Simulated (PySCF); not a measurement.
# One shape, several levels: GeSiH4O2 (SMILES [OH][Ge][O][SiH3])

Wanted: a comparison of 5 runs (HF/3-21G, B2PLYP/6-31G*, B3LYP/6-31G*, PBE0/def2-SVP) of GeSiH4O2. 

The calculation is run with PySCF 2.14.0.

### Step 1. Starting point

GeSiH4O2: 8 atoms, total charge 0, spin state singlet. As SMILES, `[OH][Ge][O][SiH3]`. The shape is that of a PBE0-D4/def2-TZVP optimisation. This is one conformer, not always the lowest.

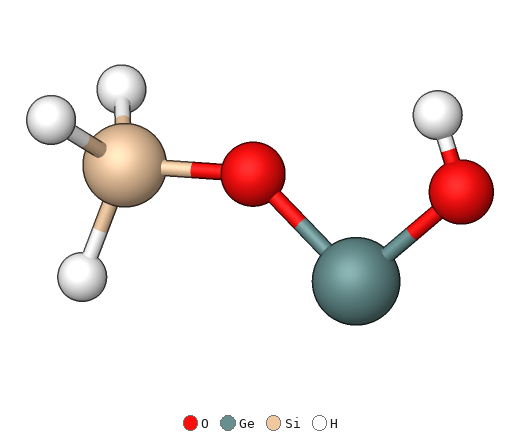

Viewed from a chosen angle; oxygen red, germanium teal, silicon light orange, hydrogen white.

### Step 2. Energy and gradient at HF/3-21G (run 1)

File input.xyz:

```xyz
8

O      1.410100     2.505300     0.149500
Ge     1.623900     0.902600    -0.581400
O      0.084300     0.200200     0.031000
Si    -0.715100    -1.229100    -0.056600
H      0.587200     2.577300     0.646600
H     -2.046000    -1.018000    -0.682500
H      0.048600    -2.214700    -0.872700
H     -0.900800    -1.780800     1.310300
```

File run.py:

```python
# [OH][Ge][O][SiH3]
from pyscf import gto

molecule = gto.M(
    atom='input.xyz',
    charge=0,
    verbose=4,
    max_memory=1860,
    basis='3-21g',
)

hf = molecule.RHF()
hf.conv_tol = 1e-10
hf.kernel()
if not hf.converged:
    hf = hf.newton().run(hf.mo_coeff, hf.mo_occ)

etot = hf.e_tot
print('E = %.10f Eh' % etot)
grad = hf.nuc_grad_method().kernel()
hf.analyze()
```

On the command line:

```sh
$ OMP_NUM_THREADS=1 python run.py
```

Log:

```text
PySCF version 2.14.0

[... 78 lines left out ...]
Total Energy =                       -2504.068795495239556
[... 7 lines left out ...]
MO #1   energy= -402.736564496694  occ= 2
[... 5 lines left out ...]
MO #7   energy= -20.4357717972877  occ= 2
[... 5 lines left out ...]
MO #13  energy= -5.12176056861431  occ= 2
[... 5 lines left out ...]
MO #19  energy= -1.5775499107878   occ= 2
[... 5 lines left out ...]
MO #25  energy= -0.682776456239043 occ= 2
[... 5 lines left out ...]
MO #31  energy= -0.461409304063241 occ= 2
[... 5 lines left out ...]
MO #37  energy= 0.22356590364187   occ= 0
[... 5 lines left out ...]
MO #43  energy= 0.449935200759881  occ= 0
[... 5 lines left out ...]
MO #49  energy= 0.713174481269168  occ= 0
[... 5 lines left out ...]
MO #55  energy= 1.85034090152499   occ= 0
[... 5 lines left out ...]
MO #61  energy= 3.17633526398357   occ= 0
[... 33 lines left out ...]
pop of  2 O 1s            1.99985
pop of  2 O 2s            1.65310
pop of  2 O 3s            0.00297
pop of  2 O 2px           1.66421
pop of  2 O 2py           1.68269
pop of  2 O 2pz           1.80062
pop of  2 O 3px           0.00447
pop of  2 O 3py           0.00440
pop of  2 O 3pz           0.00489
pop of  3 Si 1s           1.99999
pop of  3 Si 2s           1.99982
pop of  3 Si 3s           0.99863
pop of  3 Si 4s           0.00546
pop of  3 Si 2px          1.99980
pop of  3 Si 2py          1.99976
pop of  3 Si 2pz          1.99985
pop of  3 Si 3px          0.75489
pop of  3 Si 3py          0.57339
pop of  3 Si 3pz          0.83616
pop of  3 Si 4px          0.01389
pop of  3 Si 4py          0.01462
pop of  3 Si 4pz          0.01780
pop of  4 H 1s            0.70018
pop of  4 H 2s            0.01167
pop of  5 H 1s            1.13417
pop of  5 H 2s            0.00233
pop of  6 H 1s            1.14417
pop of  6 H 2s            0.00280
pop of  7 H 1s            1.13422
pop of  7 H 2s            0.00233
 ** Mulliken atomic charges  **
charge of    0O =     -0.66742
charge of    1Ge =      0.83056
charge of    2O =     -0.81719
charge of    3Si =      0.78593
charge of    4H =      0.28815
charge of    5H =     -0.13650
charge of    6H =     -0.14697
charge of    7H =     -0.13655
Dipole moment(X, Y, Z, Debye): -0.57690, -1.17188, -0.11637
```

Wall time 2.1 s (1 thread of Arm Neoverse V2, shared host); peak memory 0.13 GiB.

### Step 3. The energy at B2PLYP/6-31G(d) (spherical functions) (run 2)

File calc.py:

```python
from pyscf import gto, dft, mp

mol = gto.M(
    atom=[
    ('O', (1.410100, 2.505300, 0.149500)),
    ('Ge', (1.623900, 0.902600, -0.581400)),
    ('O', (0.084300, 0.200200, 0.031000)),
    ('Si', (-0.715100, -1.229100, -0.056600)),
    ('H', (0.587200, 2.577300, 0.646600)),
    ('H', (-2.046000, -1.018000, -0.682500)),
    ('H', (0.048600, -2.214700, -0.872700)),
    ('H', (-0.900800, -1.780800, 1.310300)),
],
    charge=0,
    max_memory=1860,
    verbose=3,
    basis='6-31g*',
)

mf = dft.RKS(mol)
mf.xc = '0.53*HF + 0.47*B88, 0.73*LYP'
mf.grids.level = 5
mf.conv_tol = 1e-10
mf.kernel()
if not mf.converged:
    mf = mf.newton().run(mf.mo_coeff, mf.mo_occ)

pt = mp.MP2(mf, frozen=16).run()
energy = mf.e_tot + 0.27 * pt.e_corr
print('PT2 part  %.8f' % (0.27 * pt.e_corr))
print(f'total energy: {energy:.8f} hartree')
mf.analyze()
```

On the command line:

```sh
$ OMP_NUM_THREADS=1 python calc.py
```

Log:

```text
converged SCF energy = -2518.25718580719
E(RMP2) = -2519.08959026183  E_corr = -0.832404454647608
E(SCS-RMP2) = -2519.05303163037  E_corr = -0.795845823180791
PT2 part  -0.22474920
total energy: -2518.48193501 hartree
**** MO energy ****
MO #1   energy= -401.487003466243  occ= 2
MO #2   energy= -67.2470935150117  occ= 2
MO #3   energy= -50.8182331460812  occ= 2
MO #4   energy= -45.1617970923273  occ= 2
MO #5   energy= -45.1602153573741  occ= 2
MO #6   energy= -45.1592842682183  occ= 2
MO #7   energy= -19.7372046052403  occ= 2
MO #8   energy= -19.7340349339158  occ= 2
MO #9   energy= -6.66692634858724  occ= 2
MO #10  energy= -5.64835088526566  occ= 2
MO #11  energy= -4.75778761018162  occ= 2
MO #12  energy= -4.75408755362117  occ= 2
MO #13  energy= -4.75002039642648  occ= 2
MO #14  energy= -3.90262215904292  occ= 2
MO #15  energy= -3.90107429211073  occ= 2
MO #16  energy= -3.90093718735721  occ= 2
MO #17  energy= -1.41714253005622  occ= 2
MO #18  energy= -1.41576796204606  occ= 2
MO #19  energy= -1.41371135499592  occ= 2
MO #20  energy= -1.40976554901282  occ= 2
MO #21  energy= -1.40612633967267  occ= 2
MO #22  energy= -1.1317229149501   occ= 2
MO #23  energy= -1.10107418970302  occ= 2
MO #24  energy= -0.651075834011651 occ= 2
MO #25  energy= -0.593640968150707 occ= 2
MO #26  energy= -0.530434487464242 occ= 2
MO #27  energy= -0.466405026628356 occ= 2
MO #28  energy= -0.457214889024074 occ= 2
MO #29  energy= -0.420795598314978 occ= 2
MO #30  energy= -0.401890023135561 occ= 2
MO #31  energy= -0.38711739609598  occ= 2
MO #32  energy= -0.367283941840271 occ= 2
MO #33  energy= -0.320713801440639 occ= 2
MO #34  energy= -0.0205034890334659 occ= 0
MO #35  energy= 0.051412378470002  occ= 0
MO #36  energy= 0.0771827045259141 occ= 0
MO #37  energy= 0.113784356667107  occ= 0
MO #38  energy= 0.135808045299976  occ= 0
MO #39  energy= 0.136773371549846  occ= 0
MO #40  energy= 0.17053033058839   occ= 0
MO #41  energy= 0.206852607182342  occ= 0
MO #42  energy= 0.210226439433546  occ= 0
MO #43  energy= 0.24541496203502   occ= 0
MO #44  energy= 0.27571803998568   occ= 0
MO #45  energy= 0.297368174377518  occ= 0
MO #46  energy= 0.307885838786558  occ= 0
MO #47  energy= 0.324795347336273  occ= 0
MO #48  energy= 0.350344037409728  occ= 0
MO #49  energy= 0.470299092818856  occ= 0
MO #50  energy= 0.556510862160827  occ= 0
MO #51  energy= 0.575596560129348  occ= 0
MO #52  energy= 0.612371220681543  occ= 0
MO #53  energy= 0.686148901171081  occ= 0
MO #54  energy= 0.698636563885378  occ= 0
MO #55  energy= 0.719281094478921  occ= 0
MO #56  energy= 0.759659019371866  occ= 0
MO #57  energy= 0.762527149521433  occ= 0
MO #58  energy= 0.871377401686606  occ= 0
MO #59  energy= 0.958805165297844  occ= 0
MO #60  energy= 1.01700452295786   occ= 0
MO #61  energy= 1.08850250507614   occ= 0
MO #62  energy= 1.12678183963583   occ= 0
MO #63  energy= 1.20691123362508   occ= 0
MO #64  energy= 1.21078367921419   occ= 0
MO #65  energy= 1.24379278571045   occ= 0
MO #66  energy= 1.26619972912756   occ= 0
MO #67  energy= 1.2663359565133    occ= 0
MO #68  energy= 1.30447535613985   occ= 0
MO #69  energy= 1.52700828145103   occ= 0
MO #70  energy= 1.60967120825314   occ= 0
MO #71  energy= 1.63577732221014   occ= 0
MO #72  energy= 1.86624081866041   occ= 0
MO #73  energy= 1.93109070780838   occ= 0
MO #74  energy= 1.95944976210462   occ= 0
MO #75  energy= 2.01189125033673   occ= 0
MO #76  energy= 2.04024587352138   occ= 0
MO #77  energy= 2.10479041451795   occ= 0
MO #78  energy= 2.33921935637524   occ= 0
MO #79  energy= 2.42652684495583   occ= 0
MO #80  energy= 2.5984036362863    occ= 0
MO #81  energy= 2.76781917851539   occ= 0
MO #82  energy= 3.5108325438097    occ= 0
MO #83  energy= 3.51465437264334   occ= 0
MO #84  energy= 3.56990592585805   occ= 0
MO #85  energy= 3.61797979663624   occ= 0
MO #86  energy= 3.70490950481975   occ= 0
 ** Mulliken atomic charges  **
charge of    0O =     -0.68667
charge of    1Ge =      0.79655
charge of    2O =     -0.82367
charge of    3Si =      0.78484
charge of    4H =      0.32310
charge of    5H =     -0.12779
charge of    6H =     -0.13853
charge of    7H =     -0.12783
Dipole moment(X, Y, Z, Debye): -0.43624, -0.81403, -0.06048
```

Run time: 22 s. Hardware: 1 thread of Arm Neoverse V2, shared host; peak memory 0.45 GiB.

### Step 4. Energy and forces at B3LYP/6-31G(d) (spherical functions) (run 3)

File job.py:

```python
# [OH][Ge][O][SiH3]
import pyscf.grad
from pyscf import gto, dft

molecule = gto.Mole()
molecule.atom = '''
O        1.410100       2.505300       0.149500
Ge       1.623900       0.902600      -0.581400
O        0.084300       0.200200       0.031000
Si      -0.715100      -1.229100      -0.056600
H        0.587200       2.577300       0.646600
H       -2.046000      -1.018000      -0.682500
H        0.048600      -2.214700      -0.872700
H       -0.900800      -1.780800       1.310300
'''
molecule.basis = '6-31g*'
molecule.charge = 0
molecule.verbose = 4
molecule.max_memory = 1860
molecule.build()

myscf = dft.RKS(molecule)
myscf.xc = 'b3lyp'
myscf.grids.level = 5
myscf.conv_tol = 1e-10
myscf.kernel()
if not myscf.converged:
    myscf = myscf.newton().run(myscf.mo_coeff, myscf.mo_occ)

e_final = myscf.e_tot
print(f'total energy: {e_final:.8f} hartree')
grad = myscf.Gradients().kernel()
myscf.analyze()
```

On the command line:

```sh
$ OMP_NUM_THREADS=1 python job.py
```

Log:

```text
PySCF version 2.14.0

[... 96 lines left out ...]
Two-electron Energy =                 1323.490526323882250
[... 9 lines left out ...]
MO #6   energy= -44.3507908696411  occ= 2
[... 7 lines left out ...]
MO #14  energy= -3.65592749140254  occ= 2
[... 7 lines left out ...]
MO #22  energy= -0.995227988196474 occ= 2
[... 7 lines left out ...]
MO #30  energy= -0.336150632214604 occ= 2
[... 7 lines left out ...]
MO #38  energy= 0.0867212178766192 occ= 0
[... 7 lines left out ...]
MO #46  energy= 0.248799562337799  occ= 0
[... 7 lines left out ...]
MO #54  energy= 0.602668671111904  occ= 0
[... 7 lines left out ...]
MO #62  energy= 1.00730558451969   occ= 0
[... 7 lines left out ...]
MO #70  energy= 1.49236823760282   occ= 0
[... 7 lines left out ...]
MO #78  energy= 2.20014726112709   occ= 0
[... 7 lines left out ...]
MO #86  energy= 3.50393900696221   occ= 0
[... 58 lines left out ...]
pop of  2 O 3dyz          0.00098
pop of  2 O 3dz^2         0.00138
pop of  2 O 3dxz          0.00068
pop of  2 O 3dx2-y2       0.00187
pop of  3 Si 1s           2.00000
pop of  3 Si 2s           1.99983
pop of  3 Si 3s           1.03353
pop of  3 Si 4s           0.00729
pop of  3 Si 2px          1.99989
pop of  3 Si 2py          1.99988
pop of  3 Si 2pz          1.99990
pop of  3 Si 3px          0.75021
pop of  3 Si 3py          0.56285
pop of  3 Si 3pz          0.83669
pop of  3 Si 4px          0.01227
pop of  3 Si 4py          0.01401
pop of  3 Si 4pz          0.01479
pop of  3 Si 3dxy         0.00935
pop of  3 Si 3dyz         0.01363
pop of  3 Si 3dz^2        0.00768
pop of  3 Si 3dxz         0.00873
pop of  3 Si 3dx2-y2      0.01205
pop of  4 H 1s            0.66550
pop of  4 H 2s            0.01500
pop of  5 H 1s            1.11033
pop of  5 H 2s            0.00288
pop of  6 H 1s            1.12125
pop of  6 H 2s            0.00284
pop of  7 H 1s            1.11038
pop of  7 H 2s            0.00288
 ** Mulliken atomic charges  **
charge of    0O =     -0.63731
charge of    1Ge =      0.71325
charge of    2O =     -0.76232
charge of    3Si =      0.71744
charge of    4H =      0.31950
charge of    5H =     -0.11321
charge of    6H =     -0.12409
charge of    7H =     -0.11325
Dipole moment(X, Y, Z, Debye): -0.49016, -0.66244,  0.02795
```

Run time: 35 s. Hardware: 1 thread of Arm Neoverse V2, shared host; peak memory 0.84 GiB.

Run 4 isn't shown in full; the table further down has it.

### Step 5. Energy and gradient at PBE0/def2-SVP (run 5)

File mol.xyz:

```xyz
8
GeH4O2Si
O      1.410100     2.505300     0.149500
Ge     1.623900     0.902600    -0.581400
O      0.084300     0.200200     0.031000
Si    -0.715100    -1.229100    -0.056600
H      0.587200     2.577300     0.646600
H     -2.046000    -1.018000    -0.682500
H      0.048600    -2.214700    -0.872700
H     -0.900800    -1.780800     1.310300
```

File job.py:

```python
from pyscf import gto, dft

system = gto.M(
    atom='mol.xyz',
    max_memory=1860,
    basis='def2-svp',
    charge=0,
    verbose=4,
)

calc0 = dft.RKS(system)
calc0.xc = 'pbe0'
calc0.conv_tol = 1e-10
calc0.grids.level = 5
calc0.kernel()
if not calc0.converged:
    calc0 = calc0.newton().run(calc0.mo_coeff, calc0.mo_occ)

e_tot = calc0.e_tot
print('E(%s) = %.9f' % ('PBE0', e_tot))
grad = calc0.nuc_grad_method().kernel()
calc0.analyze()
```

On the command line:

```sh
$ OMP_NUM_THREADS=1 python job.py
```

Log:

```text
PySCF version 2.14.0

[... 96 lines left out ...]
Two-electron Coulomb Energy =         1442.864233800494958
[... 10 lines left out ...]
MO #8   energy= -19.2118673558866  occ= 2
[... 8 lines left out ...]
MO #17  energy= -1.2633358407345   occ= 2
[... 8 lines left out ...]
MO #26  energy= -0.473926476883431 occ= 2
[... 8 lines left out ...]
MO #35  energy= 0.0133566956866118 occ= 0
[... 8 lines left out ...]
MO #44  energy= 0.312771967288755  occ= 0
[... 8 lines left out ...]
MO #53  energy= 0.488359440987528  occ= 0
[... 8 lines left out ...]
MO #62  energy= 0.917497889991588  occ= 0
[... 8 lines left out ...]
MO #71  energy= 1.38307290932312   occ= 0
[... 8 lines left out ...]
MO #80  energy= 2.0104962345417    occ= 0
[... 8 lines left out ...]
MO #89  energy= 2.67000175441297   occ= 0
[... 8 lines left out ...]
MO #98  energy= 3.71859120110504   occ= 0
[... 70 lines left out ...]
pop of  3 Si 3py          0.56852
pop of  3 Si 3pz          0.84396
pop of  3 Si 4px          0.00942
pop of  3 Si 4py          0.01186
pop of  3 Si 4pz          0.01111
pop of  3 Si 3dxy         0.00800
pop of  3 Si 3dyz         0.01147
pop of  3 Si 3dz^2        0.00534
pop of  3 Si 3dxz         0.00660
pop of  3 Si 3dx2-y2      0.01102
pop of  4 H 1s            0.66507
pop of  4 H 2s            0.01473
pop of  4 H 2px           0.00166
pop of  4 H 2py           0.00132
pop of  4 H 2pz           0.00156
pop of  5 H 1s            1.10755
pop of  5 H 2s            0.00389
pop of  5 H 2px           0.00299
pop of  5 H 2py           0.00026
pop of  5 H 2pz           0.00069
pop of  6 H 1s            1.11811
pop of  6 H 2s            0.00383
pop of  6 H 2px           0.00118
pop of  6 H 2py           0.00154
pop of  6 H 2pz           0.00115
pop of  7 H 1s            1.10759
pop of  7 H 2s            0.00389
pop of  7 H 2px           0.00007
pop of  7 H 2py           0.00048
pop of  7 H 2pz           0.00339
 ** Mulliken atomic charges  **
charge of    0O =     -0.63808
charge of    1Ge =      0.72483
charge of    2O =     -0.76404
charge of    3Si =      0.71826
charge of    4H =      0.31565
charge of    5H =     -0.11538
charge of    6H =     -0.12581
charge of    7H =     -0.11543
Dipole moment(X, Y, Z, Debye): -0.36195, -0.56937, -0.00995
```

Run time: 35 s. Hardware: 1 thread of Arm Neoverse V2, shared host; peak memory 0.96 GiB.

### Step 6. The series

| run | level | task | frozen core orbitals | energy (Eh) | dipole moment (D) | HOMO energy (eV) | LUMO energy (eV) | wall time |
| --- | --- | --- | --- | --- | --- | --- | --- | --- |
| 1 | HF/3-21G | gradient | – | -2504.068795 | 1.31 | -10.04 | 1.57 | 2.1 s |
| 2 | B2PLYP/6-31G* (spherical functions) | energy | 16 | -2518.481935 | 0.93 | -8.73 | -0.56 | 22 s |
| 3 | B3LYP/6-31G* (spherical functions) | gradient | – | -2519.183438 | 0.82 | -7.49 | -1.87 | 35 s |
| 4 | B3LYP/6-31G* (Cartesian functions) | gradient | – | -2519.193607 | 0.83 | -7.48 | -1.86 | 37 s |
| 5 | PBE0/def2-SVP | gradient | – | -2518.409371 | 0.67 | -7.73 | -1.68 | 35 s |

### Step 7. Outcome

| quantity | value |
| --- | --- |
| run 5: total energy | -2518.40937 Eh |
| run 5: dipole moment | 0.67 D |
| run 5: HOMO energy | -7.73 eV |
| run 5: LUMO energy | -1.68 eV |
| run 5: HOMO–LUMO gap | 6.05 eV |
| run 5: largest force on an atom | 0.698 eV/Å |

**Reading.** The dipole moment (its size) runs from 0.67 D (PBE0/def2-SVP) to 1.31 D (HF/3-21G). The two ends differ in method and basis. The HOMO–LUMO gap runs from 5.62 eV (B3LYP/6-31G*) to 11.62 eV (HF/3-21G). Totals of different functionals can't be ranked against each other. All runs together took 2.2 min, the longest 37 s.
